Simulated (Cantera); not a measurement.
Input: 1 mol Si, 0.0035 mol H2O, 4.2 mol H2, held at 4.00 mbar.

Equilibrium computed with Cantera from the NASA thermochemical tables; the gas is ideal and each condensed phase is pure. Candidate condensed phases: H2O, Si, SiO2; 18 gas species. Gases not in the tables: Si2H6 and higher silanes. Kinetics and transport are ignored.

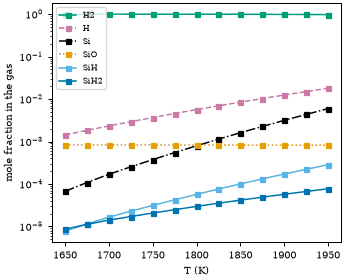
*Equilibrium gas composition (values under 1e-9 drawn at 1e-9)*

### Question
Read off the mole fractions at 1875 K.

### Answer
H2 about 0.99, H about 0.010, Si about 0.0023, SiO about 0.00083, SiH about 0.00013, SiH2 about 4.9e-5.
